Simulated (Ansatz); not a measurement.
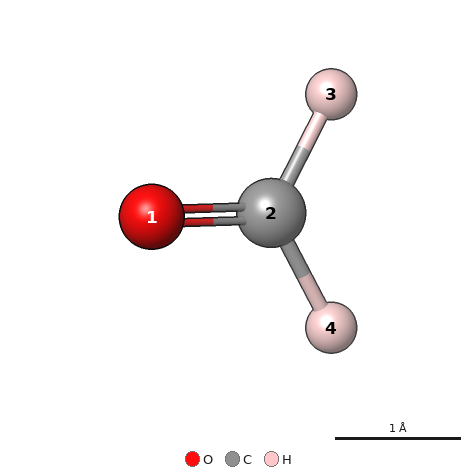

Source: calculation with Ansatz.

Orthographic view. Atoms fade into the background with distance from the viewer. Geometry: a fixed input geometry, not necessarily a minimum.

Write a MOL file (V2000) with the atoms in numerical order, bonds sorted by atom number with the orders drawn, and coordinates in the frame of the picture: x right, y up, z towards the viewer, origin at the mean position.

```
CH2O
                    3D

  4  3  0  0  0  0  0  0  0  0999 V2000
   -0.9600   -0.0300    0.6700 O   0  0  0  0  0  0  0  0  0  0  0  0
   -0.0000   -0.0000    0.0000 C   0  0  0  0  0  0  0  0  0  0  0  0
    0.4800    0.9500   -0.3000 H   0  0  0  0  0  0  0  0  0  0  0  0
    0.4800   -0.9200   -0.3800 H   0  0  0  0  0  0  0  0  0  0  0  0
  1  2  2  0
  2  3  1  0
  2  4  1  0
M  END
```
